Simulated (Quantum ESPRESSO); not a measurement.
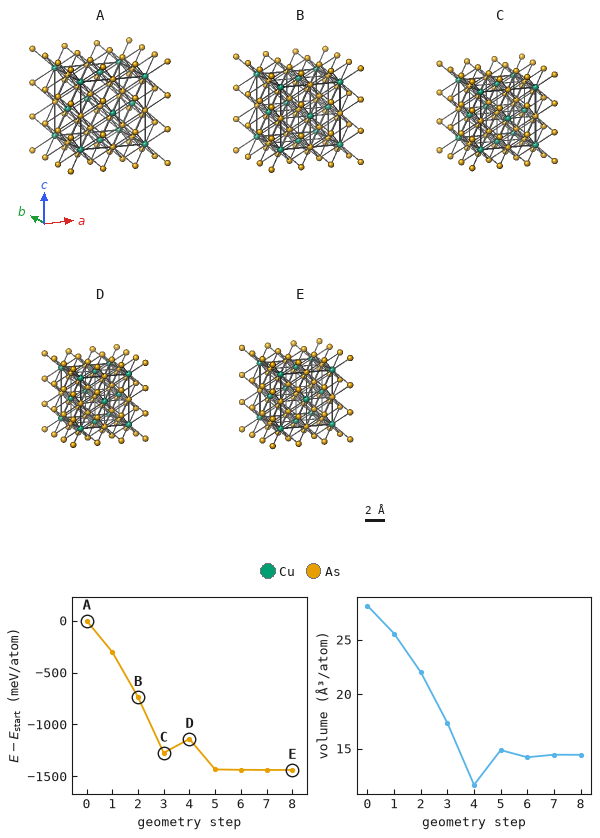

Frames of a relaxation of a crystal of CuAs3 (a generated structure, set up in Fm-3m), marked on the history of the run. The picture is a ball-and-stick view of the conventional cell (4 times the calculation's cell), seen slightly off an axis. Lengths and directions refer to the drawn axes.

The run lets cell and atoms move.

Level of theory: Quantum ESPRESSO, Kohn-Sham DFT of a periodic cell, PBE with D3M, JTH 2.0 PBE.

Input file:
```
&CONTROL
  calculation = 'vc-relax'
  prefix = 'pwscf'
  outdir = './tmp'
  pseudo_dir = './pseudo'
  tprnfor = .true.
  tstress = .true.
  disk_io = 'low'
  nstep = 40
  forc_conv_thr = 0.0004
  etot_conv_thr = 1d-05
/
&SYSTEM
  ibrav = 0
  nat = 4
  ntyp = 2
  ecutwfc = 36
  ecutrho = 216
  nbnd = 43
  occupations = 'smearing'
  smearing = 'mp'
  degauss = 0.00734986
  vdw_corr = 'grimme-d3'
  dftd3_version = 5
/
&ELECTRONS
  conv_thr = 8d-10
  electron_maxstep = 120
  mixing_beta = 0.5
/
&IONS
  ion_dynamics = 'bfgs'
/
&CELL
  cell_dynamics = 'bfgs'
  press = 0
  press_conv_thr = 0.3
/
ATOMIC_SPECIES
Cu    63.5460 Cu.GGA_PBE-JTH.UPF
As    74.9216 As.GGA_PBE-JTH.UPF
CELL_PARAMETERS angstrom
   0.0000000000    3.8316845500    3.8316845500
   3.8316845500    0.0000000000    3.8316845500
   3.8316845500    3.8316845500    0.0000000000
ATOMIC_POSITIONS crystal
Cu     0.0000000000    0.0000000000    0.0000000000
As     0.2500000000    0.2500000000    0.2500000000
As     0.7500000000    0.7500000000    0.7500000000
As     0.5000000000    0.5000000000    0.5000000000
K_POINTS automatic
5 5 5 0 0 0
```

Run as
```bash
OMP_NUM_THREADS=1 pw.x -in pw.in > pw.out
```

Question: What happens along the run?

Answer: After 8 geometry steps the energy has fallen by 1438 meV per atom. All forces vanish by symmetry, so only the cell relaxes. Pressure: −18.42 GPa at the start and 0.00 GPa at the end. The atoms keep their places relative to the cell (all moves are under 0.005 Å). The volume changes by −48.7 %, with a = b = c 7.663 → 6.134 Å (−20.0 %). Some distances before and after: As–As 3.832 → 3.067 Å, As–Cu 3.832 → 3.067 Å, As–Cu 3.318 → 2.656 Å, As–As 3.318 → 2.656 Å. The space group stays Fm-3m (No. 225). From step 0 to 2: volume −21.7 %, energy −736 meV per atom. From step 2 to 3: volume −21.2 %, energy −537 meV per atom. From step 3 to 4: volume −32.8 %, energy +134 meV per atom. From step 4 to 8: volume +23.7 %, energy −298 meV per atom.

```tsv
step	E − E(0), meV/atom	pressure, GPa	volume, Å³/atom
0	0.00	-18.42	28.128
1	-301.55	-18.52	25.568
2	-736.15	-20.26	22.027
3	-1273.05	-14.42	17.353
4	-1139.37	41.65	11.661
5	-1433.00	-3.51	14.857
6	-1436.43	2.02	14.200
7	-1437.83	-0.07	14.433
8	-1437.83	0.00	14.425
```
